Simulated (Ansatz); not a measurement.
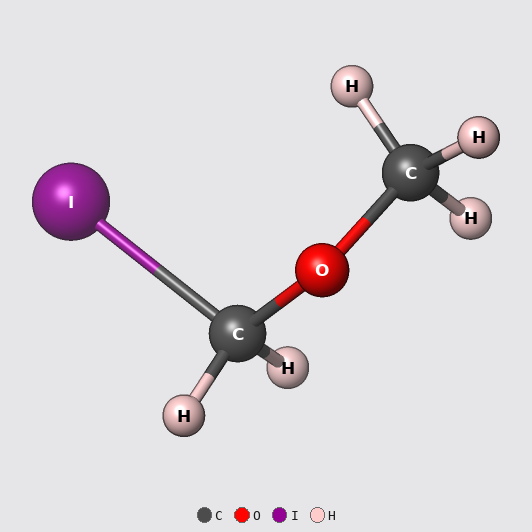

Every bond is drawn as one stick, whatever its order.

Describe the molecule.

It has 9 atoms: 2 carbon, 5 hydrogen, 1 iodine and 1 oxygen (C2H5IO). As SMILES it reads `COCI`. It has no ring. Among its groups: ether, C–I bond. This geometry has C1 symmetry. Coordination: 2 C tetrahedral; 1 O bent.

More results for the same structure follow; atom numbers are the same in all pictures, views and colours differ. Computed geometry: PBE0-D4/def2-TZVP optimisation.

## Shape

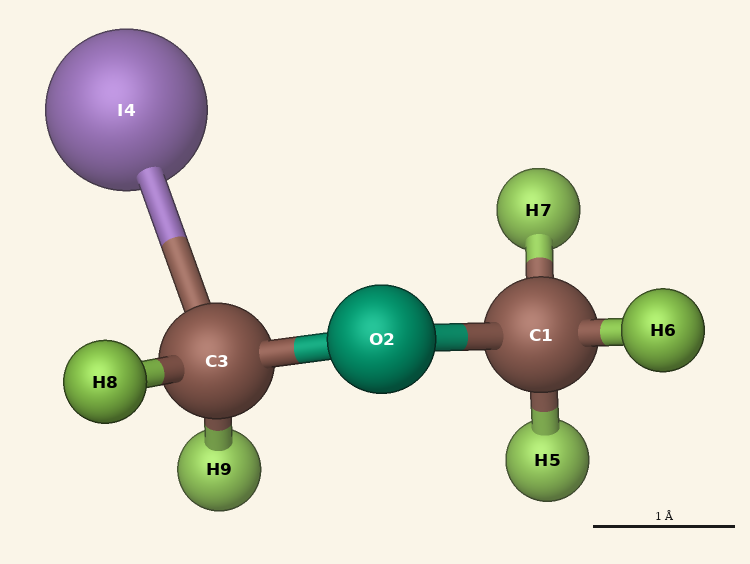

Atoms carry their numbers in the input.

Give the bond lengths.

```json
{"bond": "C1–O2", "length (Å)": "1.411", "order": "single"}
{"bond": "C1–H5", "length (Å)": "1.096", "order": "single"}
{"bond": "C1–H6", "length (Å)": "1.088", "order": "single"}
{"bond": "C1–H7", "length (Å)": "1.095", "order": "single"}
{"bond": "O2–C3", "length (Å)": "1.354", "order": "single"}
{"bond": "C3–I4", "length (Å)": "2.211", "order": "single"}
{"bond": "C3–H8", "length (Å)": "1.085", "order": "single"}
{"bond": "C3–H9", "length (Å)": "1.092", "order": "single"}
```

## Levels of theory compared

Program: Ansatz 0.2.0.

Compare dipole (D), HOMO–LUMO gap (eV) at these levels: B3LYP-D4/def2-TZVPP; PBE-D4/def2-TZVPP; r2SCAN-D4/def2-TZVPP; ωB97M-V/def2-TZVPP.

```
               level  dipole (D)  HOMO–LUMO gap (eV)
 B3LYP-D4/def2-TZVPP        2.27                5.83
   PBE-D4/def2-TZVPP        2.31                4.28
r2SCAN-D4/def2-TZVPP        2.41                4.76
  ωB97M-V/def2-TZVPP        2.23               10.43
```

## Charges

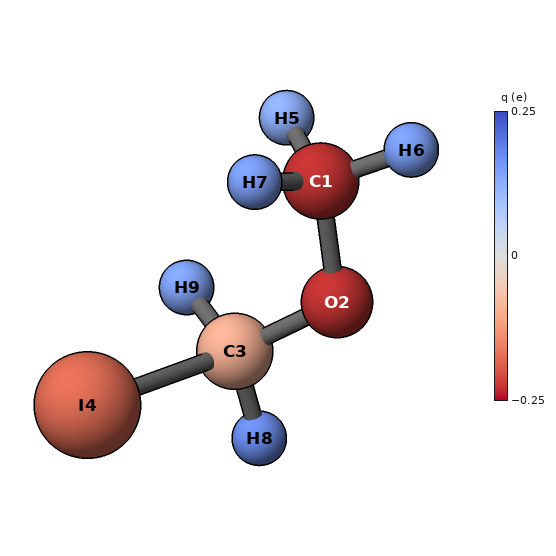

Atoms are coloured by their Mulliken charges. Properties computed with RKS PBE0-D4/def2-TZVP, core potentials on I (Ansatz 0.2.0).

Give the Mulliken charges atom by atom.

| atom | value (e) |
| --- | --- |
| C1 | −0.22 |
| O2 | −0.22 |
| C3 | −0.09 |
| I4 | −0.17 |
| H5 | 0.12 |
| H6 | 0.14 |
| H7 | 0.14 |
| H8 | 0.17 |
| H9 | 0.14 |

## Thermal motion

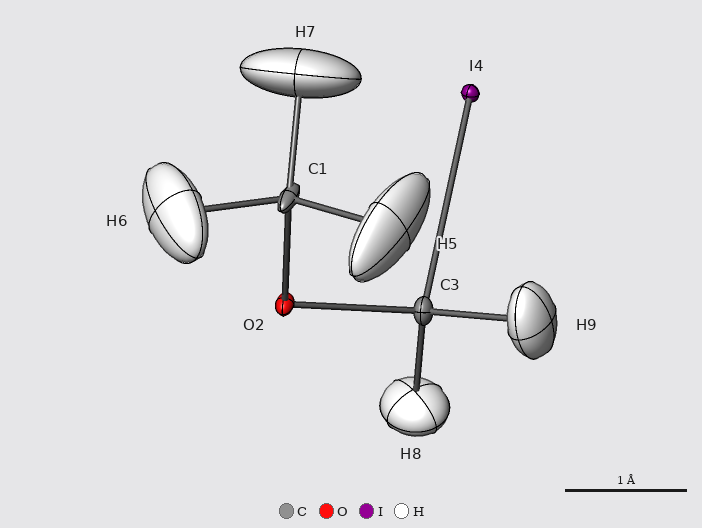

Displacement ellipsoids at the 50 % level, enlarged 1.5 times, from the internal vibrations of the free molecule (harmonic, no overall translation or rotation; no half-axis is drawn under 0.075 Å). Vibrations computed with RKS PBE0-D4/def2-TZVP, core potentials on I (Ansatz 0.2.0). Temperature: 100 K.

Question: Which atom moves most?

Answer: H5, with U_eq = 0.0279 Å².

Question: Does H5 move more along its bond or across it?

Answer: Across it: the root-mean-square amplitude is 0.079 Å along the bond and up to 0.251 Å across, since bending and torsion are softer than stretching.

Give the displacement parameters, one line for each set of equivalent atoms.

```csv
atom,U_eq (Å²),rms amplitudes (Å)
C1,0.0027,"0.023, 0.033, 0.081"
O2,0.0015,"0.029, 0.032, 0.052"
C3,0.0020,"0.035, 0.047, 0.051"
I4,0.00008,"0.003, 0.005, 0.014"
H5,0.0279,"0.077, 0.123, 0.251"
H6,0.0232,"0.090, 0.121, 0.216"
H7,0.0269,"0.086, 0.161, 0.217"
H8,0.0132,"0.085, 0.119, 0.134"
H9,0.0141,"0.079, 0.123, 0.145"
```

Mulliken values depend strongly on the basis set and can even reverse the polarity of a bond.
